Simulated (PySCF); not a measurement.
**C$_{3}$H$_{10}$NPSi: density, localisation and related maps**

Input

```
{"job": {"kind": "uv", "xc": "CAM-B3LYP", "basis": "def2-SVPD", "nstates": 8, "ntriplets": 3}, "charge": 0, "multiplicity": 1}
C     -2.113751    -0.958471     0.705705
C     -0.831733    -0.811136     0.397786
N     -0.230202     0.294525    -0.170134
C     -1.086119     1.411020    -0.493000
Si     1.453813     0.388659    -0.545514
P      2.391033    -1.534235     0.099600
H     -2.857274    -0.201316     0.535825
H     -2.457277    -1.874363     1.149933
H     -0.133019    -1.617868     0.594114
H     -0.490471     2.205164    -0.933368
H     -1.575544     1.794461     0.405601
H     -1.855519     1.111126    -1.208736
H      1.654639     0.520652    -1.997278
H      2.004684     1.585166     0.112950
H      2.439916    -1.221604     1.446287
H      3.679225    -1.082837    -0.111181
```

Command:

```sh
OMP_NUM_THREADS=1 python probes_run.py task.json out
```

Geometry: GFN2-xTB.

Level of theory: PySCF 2.14.0, CAM-B3LYP/def2-SVPD, SCF density, gas phase.

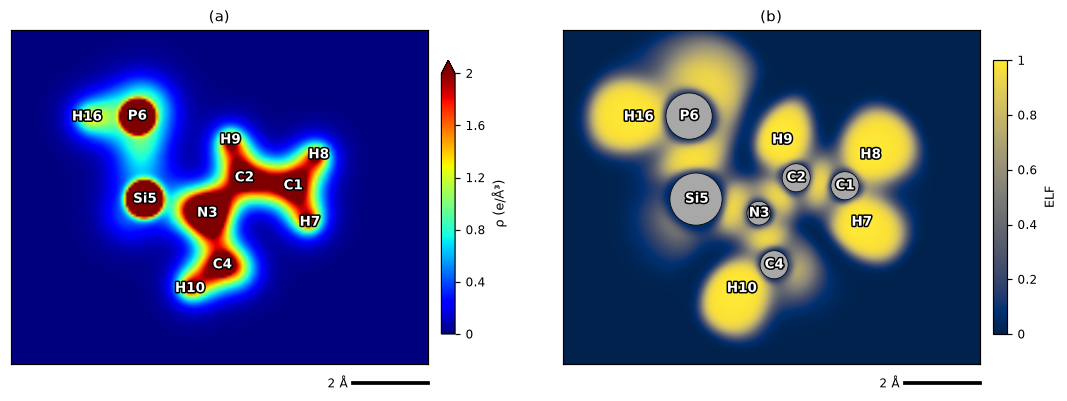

Figure 1. (a) electron density; (b) ELF on the plane of atoms N3, Si5 and P6. Grey discs cover the atomic cores in the ELF map.

Question: What do the fields say about this system?

Answer: The section cuts through C, N, Si, P and H sites. C–C (1.33 Å): ρ at the midpoint is about 2.3 e/Å³; the ELF peaks at about 0.95 between the atoms; a multiple bond. C–N (1.38 Å): the density is about 2.2 e/Å³ at the midpoint; the ELF peaks at about 0.95 between the atoms (localised, covalent bonding). Si–N (1.73 Å): ρ at the midpoint is about 1.1 e/Å³; the ELF peaks at about 0.95 between the atoms, as expected for a shared but strongly polarised pair. Si–P (2.23 Å): ρ at the midpoint is about 0.77 e/Å³; the ELF peaks at about 1 between the atoms; a shared electron pair. C–H (1.07 Å): the density is about 2 e/Å³ at the midpoint; the ELF climbs to about 1 towards the hydrogen, as it does in any bond to H: an ordinary covalent bond to hydrogen. The ELF also peaks beside P6, away from the bonds: lone-pair regions.

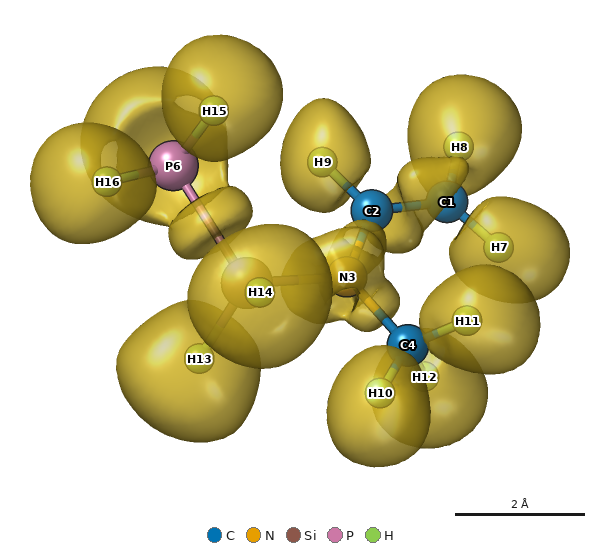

Figure 2. Isosurface of the electron localisation function at 0.75 (yellow), seen at an oblique angle. Core shells and regions of very low density are left out.

Question: Describe the localisation domains.

Answer: The surface consists of one region between bonded C–C atoms (shared pairs), eight regions around hydrogen nuclei, one region on N in which the atom's valence shell and bonds are merged and one joined region spread over several atoms (H, P), in which their bonds and any lone pairs are merged.

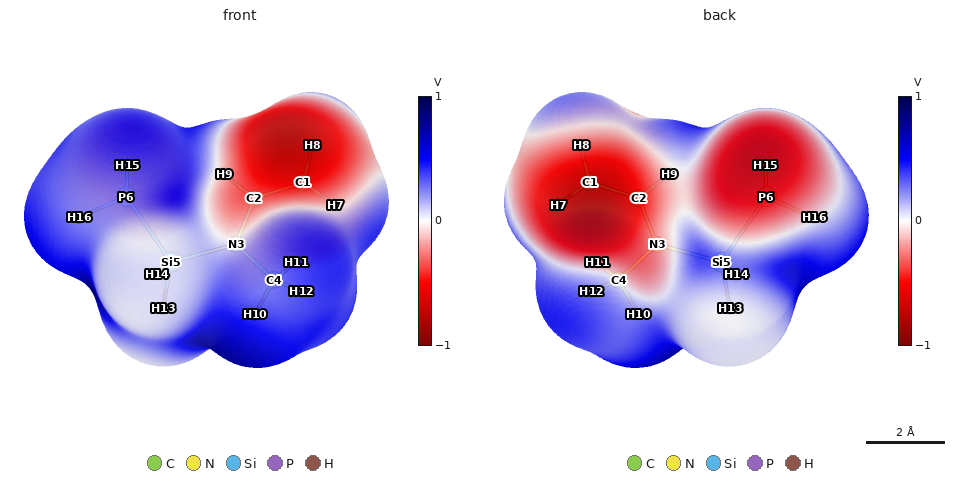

Figure 3. The molecular electrostatic potential painted on the density surface at 0.001 e/bohr³, seen from the front and from behind; the colour scale runs from red (negative) to blue (positive).

Question: Describe the electrostatic potential map.

Answer: The most negative region (about −0.8 V) lies over the π face of C1 and C2, the most positive (about +0.8 V) over Si5 and H10.
